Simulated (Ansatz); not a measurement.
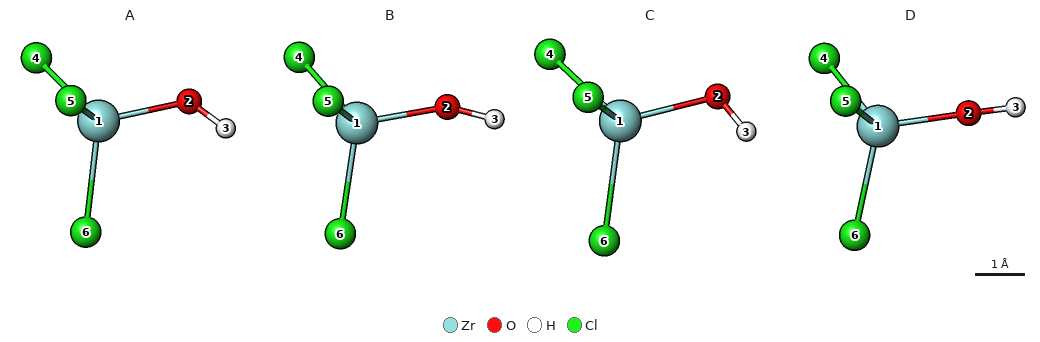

4 geometries from one relaxation of ZrHOCl3, in shuffled order. The picture is a ball-and-stick view, seen from a free direction.

The run prepares the start of a later molecular dynamics calculation, from a guessed geometry.

Theory: RKS LDA/def2-SVP (Ansatz 0.2.0). Settings: no spin polarisation; force threshold 0.02 eV/Å; at most 40 steps.

Q: Order the frames from highest to lowest energy.

A: C, A, B, D. They are steps 0, 2, 4, 6, at +1.334 eV, +0.137 eV, +0.060 eV relative to the last. The largest move after the best rigid fit is that of H3, 0.60 Å. By element the largest moves are H 0.60 Å, O 0.43 Å, Cl 0.32 Å, Zr 0.13 Å. Some distances before and after: Zr1–O2 2.070 → 1.877 Å, Zr1–Cl4 2.520 → 2.327 Å, O2–H3 1.010 → 0.971 Å. Bond angles that change, for instance: Zr1–O2–H3 109.5° → 178.9°. Over 6 geometry steps the energy falls by 1.334 eV. Largest force component: 3.1 eV/Å at the start, 0.0061 eV/Å at the end.
